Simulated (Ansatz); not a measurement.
# C₄H₈Si: a ladder of functionals and wavefunction methods

How much do the methods differ for C₄H₈Si? The plan is to run it at one geometry with functionals of several rungs and with coupled cluster. The yardstick is the atomisation energy at the CCSD(T) limit.

Program: Ansatz 0.2.0, Gaussian basis. Level of theory: functionals in def2-TZVPP, the program's frozen cores in correlated methods. These are calculated values, not measurements.

The runs, in order: LDA (SPW92), PBE-D4, revPBE-D4, BLYP-D4, r2SCAN-D4, B97M-V, PBE0-D4, B3LYP-D4, r2SCANh-D4, r2SCAN0-D4, HSE06-D4, BHLYP-D4, CAM-B3LYP-D4, LC-ωPBE, ωB97X-V, ωB97M-V, B2PLYP, PBE-QIDH; CCSD(T)/def2-SVP; CCSD(T)/def2-TZVPP; MP2/def2-QZVPP; extrapolation to the limit; RPA on PBE.

## 1. Structure used throughout

The geometry comes from an earlier relaxation with PBE0-D4 in a triple-zeta def2 set; it is a stationary point, not always the lowest conformer.

SMILES `C=CC1C[SiH2]1`, 13 atoms, charge 0, spin multiplicity 1.

Atoms are counted from 1 here; the program's logs count them from 0.

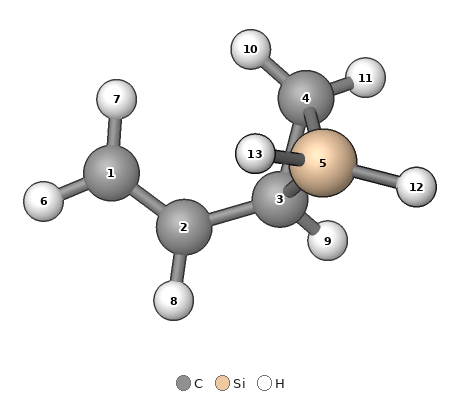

The geometry (carbon grey, silicon light orange, hydrogen white); atoms are numbered from 1 in the order of the file.

## 2. LDA

This LDA is Slater exchange with PW92 correlation.

in.yaml

```yaml
crystal:
  periodic: [false, false, false]
  atoms:
    - {symbol: C, position_ang: [-1.671742, 0.966225, -0.532924]}
    - {symbol: C, position_ang: [-1.315455, -0.115356, 0.154855]}
    - {symbol: C, position_ang: [-0.017598, -0.804114, 0.118094]}
    - {symbol: C, position_ang: [1.120151, -0.293677, -0.775590]}
    - {symbol: Si, position_ang: [1.439335, -0.061740, 1.027592]}
    - {symbol: H, position_ang: [-2.651456, 1.408421, -0.401981]}
    - {symbol: H, position_ang: [-1.011530, 1.447140, -1.245827]}
    - {symbol: H, position_ang: [-2.033620, -0.544302, 0.850690]}
    - {symbol: H, position_ang: [-0.088250, -1.887223, 0.187921]}
    - {symbol: H, position_ang: [0.903532, 0.571692, -1.392312]}
    - {symbol: H, position_ang: [1.674144, -1.058548, -1.309392]}
    - {symbol: H, position_ang: [2.413221, -0.940259, 1.711301]}
    - {symbol: H, position_ang: [1.259670, 1.276941, 1.622473]}
basis:
  gaussian: {orbitals: def2-TZVPP}
hamiltonian: {xc: lda}
output: {orbitals: {seedname: orbitals}}
```

Launch:

```bash
$ ansatz run in.yaml --threads 4 --pin off --events-out ev --progress --plain --max-ram 10444MiB
```

What it wrote:

```text
Functional definition: SPW92
  name "SPW92"
  cite "Dirac, Proc. Camb. Phil. Soc. 26, 376 (1930) doi:10.1017/S0305004100016108"
  cite "Slater, Phys. Rev. 81, 385 (1951) doi:10.1103/PhysRev.81.385"
  cite "Perdew & Wang, Phys. Rev. B 45, 13244 (1992) doi:10.1103/PhysRevB.45.13244"
  exchange = slater_x
  correlation = pw_c
1480 factors; their error is unknown
mean field evaluation 1: about -12063.5598 eV, gradient 9.1e1 eV
mean field evaluation 2: about -11962.6591 eV, gradient 2.0e2 eV
mean field evaluation 4: about -12082.9307 eV, gradient 2.2e1 eV
mean field evaluation 8: about -12084.2500 eV, gradient 3.4e-1 eV
mean field evaluation 16: about -12084.2041 eV, gradient 7.2e-4 eV
mean field -12084.20406050 eV, -444.0863082557 hartree, gradient 3.4e-5 eV, S^2 0.000000; 0 other end points of the search recorded, 0 dependent functions left out
reference -12084.20410351 eV, -444.0863098363 hartree; 23, 23 occupied and 255, 255 virtual orbitals, 1480 factors
Total energy: -12084.20410351 eV, -444.0863098363 hartree
```

It took 1.6 s on 4 threads of Arm Neoverse V1, shared host.

Atomisation energy: 5761.7 kJ/mol (free atoms -12024.488 eV, run apart). HOMO -5.53 eV, LUMO -1.25 eV.

## 3. PBE-D4 (GGA)

in.yaml: that of step 2 with these lines changed.

```diff
@@ -18,3 +18,3 @@
   gaussian: {orbitals: def2-TZVPP}
-hamiltonian: {xc: lda}
-output: {orbitals: {seedname: orbitals}}
+hamiltonian: {xc: pbe, dispersion: d4}
+output: {forces: true, orbitals: {seedname: orbitals}}
```

The command is unchanged.

What it wrote, shortened:

```text
Functional definition: PBE
  name "PBE"
  cite "Perdew, Burke & Ernzerhof, Phys. Rev. Lett. 77, 3865 (1996) doi:10.1103/PhysRevLett.77.3865"
  parent pbe
[...]
1480 factors; their error is unknown
[...]
mean field -12146.14420265 eV, -446.3625664951 hartree, gradient 1.8e-5 eV, S^2 0.000000; 0 other end points of the search recorded, 0 dependent functions left out
[...]
reference -12146.14424974 eV, -446.3625682259 hartree; 23, 23 occupied and 255, 255 virtual orbitals, 1480 factors
Total energy: -12146.43363321 eV, -446.3732028720 hartree
Atom 0 at    -1.671742     0.966225    -0.532924 Å, force    -0.117290     0.314041    -0.193288 eV/Å
Atom 1 at    -1.315455    -0.115356     0.154855 Å, force     0.136325    -0.315078     0.201453 eV/Å
Atom 2 at    -0.017598    -0.804114     0.118094 Å, force    -0.172038    -0.037116    -0.100112 eV/Å
Atom 3 at     1.120151    -0.293677    -0.775590 Å, force     0.012968    -0.019736    -0.109186 eV/Å
Atom 4 at     1.439335    -0.061740     1.027592 Å, force     0.188062     0.079030     0.248270 eV/Å
Atom 5 at    -2.651456     1.408421    -0.401981 Å, force    -0.200414     0.104100     0.013639 eV/Å
Atom 6 at    -1.011530     1.447140    -1.245827 Å, force     0.133506     0.113463    -0.157468 eV/Å
Atom 7 at    -2.033620    -0.544302     0.850690 Å, force    -0.149246    -0.103356     0.153607 eV/Å
Atom 8 at    -0.088250    -1.887223     0.187921 Å, force    -0.001305    -0.223236     0.046223 eV/Å
Atom 9 at     0.903532     0.571692    -1.392312 Å, force    -0.032457     0.182808    -0.124259 eV/Å
Atom 10 at     1.674144    -1.058548    -1.309392 Å, force     0.124251    -0.139784    -0.104353 eV/Å
Atom 11 at     2.413221    -0.940259     1.711301 Å, force     0.110451    -0.100452     0.068596 eV/Å
Atom 12 at     1.259670     1.276941     1.622473 Å, force    -0.032811     0.145318     0.056877 eV/Å
Dipole moment:     0.106748    -0.095314     0.037563 e Å
```

Wall time 3.2 s (4 threads of Arm Neoverse V1, shared host).

With the free atoms at this level, -12092.841 eV in sum, the atomisation energy is 5170.9 kJ/mol. HOMO -5.36 eV, LUMO -1.04 eV.

## 4. revPBE-D4 (GGA)

in.yaml: that of step 3 with these lines changed.

```diff
@@ -18,3 +18,3 @@
   gaussian: {orbitals: def2-TZVPP}
-hamiltonian: {xc: pbe, dispersion: d4}
-output: {forces: true, orbitals: {seedname: orbitals}}
+hamiltonian: {xc: {name: revPBE}, dispersion: d4}
+output: {orbitals: {seedname: orbitals}}
```

Same command.

What it wrote:

```text
Functional definition: revPBE
  name "revPBE"
  cite "Zhang & Yang, Phys. Rev. Lett. 80, 890 (1998) doi:10.1103/PhysRevLett.80.890"
  cite "Perdew, Burke & Ernzerhof, Phys. Rev. Lett. 77, 3865 (1996) doi:10.1103/PhysRevLett.77.3865"
  parameter kappa = 1.245
  parameter beta = 0.06672455060314922
  exchange = pbe_x(kappa = kappa, mu = beta*pi^2/3)
  correlation = pbe_c(beta = beta)
1480 factors; their error is unknown
mean field evaluation 1: about -12135.1724 eV, gradient 8.4e1 eV
mean field evaluation 2: about -12053.7242 eV, gradient 1.8e2 eV
mean field evaluation 4: about -12152.3911 eV, gradient 1.9e1 eV
mean field evaluation 8: about -12153.3437 eV, gradient 2.6e-1 eV
mean field evaluation 16: about -12153.2960 eV, gradient 1.0e-3 eV
mean field -12153.29597388 eV, -446.6253892403 hartree, gradient 4.7e-5 eV, S^2 0.000000; 0 other end points of the search recorded, 0 dependent functions left out
reference -12153.29603342 eV, -446.6253914283 hartree; 23, 23 occupied and 255, 255 virtual orbitals, 1480 factors
Total energy: -12154.21280288 eV, -446.6590820844 hartree
```

Wall time 2.7 s (4 threads of Arm Neoverse V1, shared host).

Atomisation energy: 5062.8 kJ/mol (free atoms -12101.741 eV, run apart). HOMO -5.30 eV, LUMO -0.96 eV.

## 5. BLYP-D4 (GGA)

in.yaml: that of step 4 with these lines changed.

```diff
@@ -18,3 +18,3 @@
   gaussian: {orbitals: def2-TZVPP}
-hamiltonian: {xc: {name: revPBE}, dispersion: d4}
+hamiltonian: {xc: {name: BLYP}, dispersion: d4}
 output: {orbitals: {seedname: orbitals}}
```

Launched as before.

What it wrote:

```text
Functional definition: BLYP
  name "BLYP"
  cite "Becke, Phys. Rev. A 38, 3098 (1988) doi:10.1103/PhysRevA.38.3098"
  cite "Lee, Yang & Parr, Phys. Rev. B 37, 785 (1988) doi:10.1103/PhysRevB.37.785"
  parameter beta = 0.0042
  parameter a = 0.04918
  parameter b = 0.132
  parameter c = 0.2533
  parameter d = 0.349
  exchange = b88_x(beta = beta)
  correlation = lyp_c(a = a, b = b, c = c, d = d)
1480 factors; their error is unknown
mean field evaluation 1: about -12132.8100 eV, gradient 9.1e1 eV
mean field evaluation 2: about -12026.2567 eV, gradient 2.0e2 eV
mean field evaluation 4: about -12152.4563 eV, gradient 2.3e1 eV
mean field evaluation 8: about -12153.8135 eV, gradient 3.4e-1 eV
mean field evaluation 16: about -12153.7644 eV, gradient 6.9e-4 eV
mean field -12153.76437165 eV, -446.6426025409 hartree, gradient 6.1e-5 eV, S^2 0.000000; 0 other end points of the search recorded, 0 dependent functions left out
reference -12153.76477513 eV, -446.6426173683 hartree; 23, 23 occupied and 255, 255 virtual orbitals, 1480 factors
Total energy: -12154.40539220 eV, -446.6661596116 hartree
```

Wall time 2.9 s (4 threads of Arm Neoverse V1, shared host).

Atomisation energy: 5046.4 kJ/mol (free atoms -12102.103 eV, run apart). HOMO -5.20 eV, LUMO -0.91 eV.

## 6. r2SCAN-D4 (meta-GGA)

in.yaml: that of step 5 with these lines changed.

```diff
@@ -18,3 +18,3 @@
   gaussian: {orbitals: def2-TZVPP}
-hamiltonian: {xc: {name: BLYP}, dispersion: d4}
-output: {orbitals: {seedname: orbitals}}
+hamiltonian: {xc: r2scan, dispersion: d4}
+output: {forces: true, orbitals: {seedname: orbitals}}
```

Same command.

What it wrote, shortened:

```text
Functional definition: r2SCAN
  name "r2SCAN"
  cite "Furness, Kaplan, Ning, Perdew & Sun, J. Phys. Chem. Lett. 11, 8208 (2020) doi:10.1021/acs.jpclett.0c02405"
  cite "Furness, Kaplan, Ning, Perdew & Sun, J. Phys. Chem. Lett. 11, 9248 (2020) doi:10.1021/acs.jpclett.0c03077"
  parent r2scan
[...]
1480 factors; their error is unknown
[...]
mean field -12152.80522647 eV, -446.6073546054 hartree, gradient 7.3e-5 eV, S^2 0.000000; 0 other end points of the search recorded, 0 dependent functions left out
[...]
reference -12152.80523996 eV, -446.6073551013 hartree; 23, 23 occupied and 255, 255 virtual orbitals, 1480 factors
Total energy: -12152.87753802 eV, -446.6100120059 hartree
Atom 0 at    -1.671742     0.966225    -0.532924 Å, force    -0.067808     0.203104    -0.128939 eV/Å
Atom 1 at    -1.315455    -0.115356     0.154855 Å, force     0.006216    -0.141117     0.117868 eV/Å
[...]
Atom 3 at     1.120151    -0.293677    -0.775590 Å, force     0.082169     0.033122    -0.126719 eV/Å
Atom 4 at     1.439335    -0.061740     1.027592 Å, force     0.091912     0.040581     0.113663 eV/Å
Atom 5 at    -2.651456     1.408421    -0.401981 Å, force     0.016863    -0.006201    -0.002193 eV/Å
Atom 6 at    -1.011530     1.447140    -1.245827 Å, force    -0.012940    -0.003546     0.009894 eV/Å
Atom 7 at    -2.033620    -0.544302     0.850690 Å, force     0.002002    -0.011402     0.005908 eV/Å
Atom 8 at    -0.088250    -1.887223     0.187921 Å, force     0.008676     0.000404     0.015247 eV/Å
Atom 9 at     0.903532     0.571692    -1.392312 Å, force     0.002972    -0.018705     0.015008 eV/Å
Atom 10 at     1.674144    -1.058548    -1.309392 Å, force    -0.006445     0.012533     0.012630 eV/Å
Atom 11 at     2.413221    -0.940259     1.711301 Å, force    -0.008524     0.006632    -0.014923 eV/Å
Atom 12 at     1.259670     1.276941     1.622473 Å, force    -0.007228    -0.016708    -0.013983 eV/Å
Dipole moment:     0.114745    -0.096104     0.043843 e Å
```

Run time: 6.5 s. Hardware: 4 threads of Arm Neoverse V1, shared host.

Atomisation energy: 5087.3 kJ/mol (free atoms -12100.151 eV, run apart). HOMO -5.51 eV, LUMO -0.80 eV.

## 7. B97M-V (meta-GGA)

in.yaml: that of step 6 with these lines changed.

```diff
@@ -18,3 +18,3 @@
   gaussian: {orbitals: def2-TZVPP}
-hamiltonian: {xc: r2scan, dispersion: d4}
-output: {forces: true, orbitals: {seedname: orbitals}}
+hamiltonian: {xc: {name: B97M-V}}
+output: {orbitals: {seedname: orbitals}}
```

The command is unchanged.

What it wrote, shortened:

```text
Functional definition: B97M-V
  name "B97M-V"
  cite "Mardirossian & Head-Gordon, J. Chem. Phys. 142, 074111 (2015) doi:10.1063/1.4907719"
  cite "Becke, J. Chem. Phys. 107, 8554 (1997) doi:10.1063/1.475007"
  cite "Vydrov & Van Voorhis, J. Chem. Phys. 133, 244103 (2010) doi:10.1063/1.3521275"
  # Of w^i u^j: cxij and so on, Table III.
[...]
  gx(w, u) = cx00 + cx01*u + cx02*u^2 + (cx10 + cx11*u)*w
  gss(w, u) = css00 + css02*u^2 + css10*w + (css32*w^3 + css42*w^4)*u^2
  gos(w, u) = cos00 + cos01*u + cos03*u^3 + cos10*w + cos32*w^3*u^2
[...]
      + integral(e_c_pw_mod_opposite_spin*gos(b97_w_opposite, b97_u_opposite)) + vv10(b, c)
1480 factors; their error is unknown
[...]
mean field -12154.43538081 eV, -446.6672616725 hartree, gradient 1.9e-5 eV, S^2 0.000000; 0 other end points of the search recorded, 0 dependent functions left out
reference -12154.43544850 eV, -446.6672641601 hartree; 23, 23 occupied and 255, 255 virtual orbitals, 1480 factors
Total energy: -12154.43544850 eV, -446.6672641601 hartree
```

It took 11 s on 4 threads of Arm Neoverse V1, shared host.

Atomisation energy: 5089.5 kJ/mol (free atoms -12101.686 eV, run apart). HOMO -5.55 eV, LUMO -0.85 eV.

## 8. PBE0-D4 (hybrid)

in.yaml: that of step 7 with these lines changed.

```diff
@@ -18,3 +18,3 @@
   gaussian: {orbitals: def2-TZVPP}
-hamiltonian: {xc: {name: B97M-V}}
+hamiltonian: {xc: pbe0, dispersion: d4}
 output: {orbitals: {seedname: orbitals}}
```

Its log isn't repeated here (it stands with the study of this molecule's fields); it ends on a total energy of -12147.801248 eV.

With the free atoms at this level, -12094.897 eV in sum, the atomisation energy is 5104.5 kJ/mol. HOMO -6.35 eV, LUMO -0.17 eV.

## 9. B3LYP-D4 (hybrid)

B3LYP here takes the VWN-RPA correlation.

in.yaml: that of step 8 with these lines changed.

```diff
@@ -18,3 +18,3 @@
   gaussian: {orbitals: def2-TZVPP}
-hamiltonian: {xc: pbe0, dispersion: d4}
-output: {orbitals: {seedname: orbitals}}
+hamiltonian: {xc: {name: B3LYP}, dispersion: d4}
+output: {forces: true, orbitals: {seedname: orbitals}}
```

Same command.

What it wrote, shortened:

```text
Functional definition: B3LYP
  name "B3LYP"
  cite "Stephens, Devlin, Chabalowski & Frisch, J. Phys. Chem. 98, 11623 (1994) doi:10.1021/j100096a001"
  cite "Becke, Phys. Rev. A 38, 3098 (1988) doi:10.1103/PhysRevA.38.3098"
  cite "Lee, Yang & Parr, Phys. Rev. B 37, 785 (1988) doi:10.1103/PhysRevB.37.785"
  cite "Vosko, Wilk & Nusair, Can. J. Phys. 58, 1200 (1980) doi:10.1139/p80-159"
[...]
1483 factors; their error is unknown
[...]
mean field -12156.98149107 eV, -446.7608294989 hartree, gradient 8.6e-6 eV, S^2 0.000000; 0 other end points of the search recorded, 0 dependent functions left out
[...]
reference -12156.98178698 eV, -446.7608403734 hartree; 23, 23 occupied and 255, 255 virtual orbitals, 1483 factors
Total energy: -12157.44663101 eV, -446.7779230763 hartree
Atom 0 at    -1.671742     0.966225    -0.532924 Å, force    -0.061703     0.134186    -0.077120 eV/Å
[...]
Atom 3 at     1.120151    -0.293677    -0.775590 Å, force     0.147397     0.055630    -0.229494 eV/Å
Atom 4 at     1.439335    -0.061740     1.027592 Å, force     0.146866     0.068376     0.206375 eV/Å
Atom 5 at    -2.651456     1.408421    -0.401981 Å, force     0.068736    -0.016270    -0.018539 eV/Å
Atom 6 at    -1.011530     1.447140    -1.245827 Å, force    -0.065583    -0.026777     0.051110 eV/Å
Atom 7 at    -2.033620    -0.544302     0.850690 Å, force     0.042952     0.027108    -0.045738 eV/Å
Atom 8 at    -0.088250    -1.887223     0.187921 Å, force    -0.008115     0.068677    -0.014090 eV/Å
Atom 9 at     0.903532     0.571692    -1.392312 Å, force     0.028205    -0.079322     0.023197 eV/Å
Atom 10 at     1.674144    -1.058548    -1.309392 Å, force    -0.038357     0.058113     0.014181 eV/Å
Atom 11 at     2.413221    -0.940259     1.711301 Å, force    -0.057785     0.065847    -0.038607 eV/Å
Atom 12 at     1.259670     1.276941     1.622473 Å, force     0.019883    -0.093609    -0.032861 eV/Å
Dipole moment:     0.120178    -0.088273     0.061973 e Å
```

Run time: 6 s. Hardware: 4 threads of Arm Neoverse V1, shared host; peak memory 0.83 GiB.

Atomisation energy: 5069.0 kJ/mol (free atoms -12104.910 eV, run apart). HOMO -6.15 eV, LUMO -0.38 eV.

## 10. r2SCANh-D4 (hybrid)

in.yaml: that of step 9 with these lines changed.

```diff
@@ -18,3 +18,3 @@
   gaussian: {orbitals: def2-TZVPP}
-hamiltonian: {xc: {name: B3LYP}, dispersion: d4}
-output: {forces: true, orbitals: {seedname: orbitals}}
+hamiltonian: {xc: {name: r2SCANh}, dispersion: d4}
+output: {orbitals: {seedname: orbitals}}
```

Same command.

What it wrote, shortened:

```text
Functional definition: r2SCANh
  name "r2SCANh"
  cite "Bursch, Neugebauer, Ehlert & Grimme, J. Chem. Phys. 156, 134105 (2022) doi:10.1063/5.0086040"
  cite "Furness, Kaplan, Ning, Perdew & Sun, J. Phys. Chem. Lett. 11, 8208 (2020) doi:10.1021/acs.jpclett.0c02405"
  cite "Furness, Kaplan, Ning, Perdew & Sun, J. Phys. Chem. Lett. 11, 9248 (2020) doi:10.1021/acs.jpclett.0c03077"
  parent r2scan
[...]
1480 factors; their error is unknown
[...]
mean field -12152.59027646 eV, -446.5994553384 hartree, gradient 3.8e-5 eV, S^2 0.000000; 0 other end points of the search recorded, 0 dependent functions left out
reference -12152.59028885 eV, -446.5994557937 hartree; 23, 23 occupied and 255, 255 virtual orbitals, 1480 factors
Total energy: -12152.66665060 eV, -446.6022620364 hartree
```

Wall time 6 s (4 threads of Arm Neoverse V1, shared host); peak memory 0.71 GiB.

Atomisation energy: 5064.6 kJ/mol (free atoms -12100.176 eV, run apart). HOMO -5.89 eV, LUMO -0.49 eV.

## 11. r2SCAN0-D4 (hybrid)

in.yaml: that of step 10 with these lines changed.

```diff
@@ -18,3 +18,3 @@
   gaussian: {orbitals: def2-TZVPP}
-hamiltonian: {xc: {name: r2SCANh}, dispersion: d4}
+hamiltonian: {xc: {name: r2SCAN0}, dispersion: d4}
 output: {orbitals: {seedname: orbitals}}
```

The command is unchanged.

What it wrote, shortened:

```text
Functional definition: r2SCAN0
  name "r2SCAN0"
  cite "Bursch, Neugebauer, Ehlert & Grimme, J. Chem. Phys. 156, 134105 (2022) doi:10.1063/5.0086040"
  cite "Furness, Kaplan, Ning, Perdew & Sun, J. Phys. Chem. Lett. 11, 8208 (2020) doi:10.1021/acs.jpclett.0c02405"
  cite "Furness, Kaplan, Ning, Perdew & Sun, J. Phys. Chem. Lett. 11, 9248 (2020) doi:10.1021/acs.jpclett.0c03077"
  parent r2scan
[...]
1483 factors; their error is unknown
[...]
mean field -12152.29666860 eV, -446.5886654486 hartree, gradient 5.4e-5 eV, S^2 0.000000; 0 other end points of the search recorded, 0 dependent functions left out
reference -12152.29667934 eV, -446.5886658433 hartree; 23, 23 occupied and 255, 255 virtual orbitals, 1483 factors
Total energy: -12152.38086471 eV, -446.5917595985 hartree
```

Run time: 6 s. Hardware: 4 threads of Arm Neoverse V1, shared host; peak memory 0.7 GiB.

Atomisation energy: 5032.5 kJ/mol (free atoms -12100.222 eV, run apart). HOMO -6.46 eV, LUMO -0.03 eV.

## 12. HSE06-D4 (hybrid)

HSE06 is the plane-wave form, built on full-range PBE exchange.

in.yaml: that of step 11 with these lines changed.

```diff
@@ -18,3 +18,3 @@
   gaussian: {orbitals: def2-TZVPP}
-hamiltonian: {xc: {name: r2SCAN0}, dispersion: d4}
+hamiltonian: {xc: hse06, dispersion: d4}
 output: {orbitals: {seedname: orbitals}}
```

Launched as before.

What it wrote, shortened:

```text
Functional definition: HSE06
  name "HSE06"
  cite "Heyd, Scuseria & Ernzerhof, J. Chem. Phys. 118, 8207 (2003) doi:10.1063/1.1564060"
  cite "Krukau, Vydrov, Izmaylov & Scuseria, J. Chem. Phys. 125, 224106 (2006) doi:10.1063/1.2404663"
  cite "Heyd & Scuseria, J. Chem. Phys. 120, 7274 (2004) doi:10.1063/1.1668634"
  cite "Ernzerhof & Perdew, J. Chem. Phys. 109, 3313 (1998) doi:10.1063/1.476928"
  cite "Perdew, Burke & Ernzerhof, Phys. Rev. Lett. 77, 3865 (1996) doi:10.1103/PhysRevLett.77.3865"
  parent pbe
[...]
  # The whole range is PBE's own exchange, as in plane waves. The composition of these papers is wPBEh.
[...]
1483 factors; their error is unknown
128 factors; integrals over basis functions are off by at most 4.0e-7 eV
[...]
mean field -12147.11150682 eV, -446.3981142676 hartree, gradient 5.7e-5 eV, S^2 0.000000; 0 other end points of the search recorded, 0 dependent functions left out
reference -12147.11155286 eV, -446.3981159596 hartree; 23, 23 occupied and 255, 255 virtual orbitals, 1483 factors
Total energy: -12147.33813955 eV, -446.4064428669 hartree
```

Run time: 3.8 s. Hardware: 4 threads of Arm Neoverse V1, shared host; peak memory 0.72 GiB.

Atomisation energy: 5107.8 kJ/mol (free atoms -12094.399 eV, run apart). HOMO -5.96 eV, LUMO -0.54 eV.

## 13. BHLYP-D4 (hybrid)

in.yaml: that of step 12 with these lines changed.

```diff
@@ -18,3 +18,3 @@
   gaussian: {orbitals: def2-TZVPP}
-hamiltonian: {xc: hse06, dispersion: d4}
+hamiltonian: {xc: {name: BHLYP}, dispersion: d4}
 output: {orbitals: {seedname: orbitals}}
```

Launched as before.

What it wrote:

```text
Functional definition: BHLYP
  name "BHLYP"
  cite "Becke, J. Chem. Phys. 98, 1372 (1993) doi:10.1063/1.464304"
  cite "Becke, Phys. Rev. A 38, 3098 (1988) doi:10.1103/PhysRevA.38.3098"
  cite "Lee, Yang & Parr, Phys. Rev. B 37, 785 (1988) doi:10.1103/PhysRevB.37.785"
  parameter a = 0.5
  exchange = (1 - a)*b88_x + a*exact_x
  correlation = lyp_c
1666 factors; their error is unknown
mean field evaluation 1: about -12144.7347 eV, gradient 5.9e1 eV
mean field evaluation 2: about -12142.8401 eV, gradient 6.3e1 eV
mean field evaluation 4: about -12153.2925 eV, gradient 3.6e0 eV
mean field evaluation 8: about -12153.3212 eV, gradient 5.4e-2 eV
mean field evaluation 16: about -12153.3805 eV, gradient 8.9e-5 eV
mean field -12153.38047762 eV, -446.6284946953 hartree, gradient 2.3e-5 eV, S^2 0.000000; 0 other end points of the search recorded, 0 dependent functions left out
reference -12153.38067537 eV, -446.6285019626 hartree; 23, 23 occupied and 255, 255 virtual orbitals, 1666 factors
Total energy: -12153.72308605 eV, -446.6410853230 hartree
```

Run time: 3.7 s. Hardware: 4 threads of Arm Neoverse V1, shared host; peak memory 0.7 GiB.

With the free atoms at this level, -12102.436 eV in sum, the atomisation energy is 4948.4 kJ/mol. HOMO -7.21 eV, LUMO 0.73 eV.

[end of part 1 of 2]
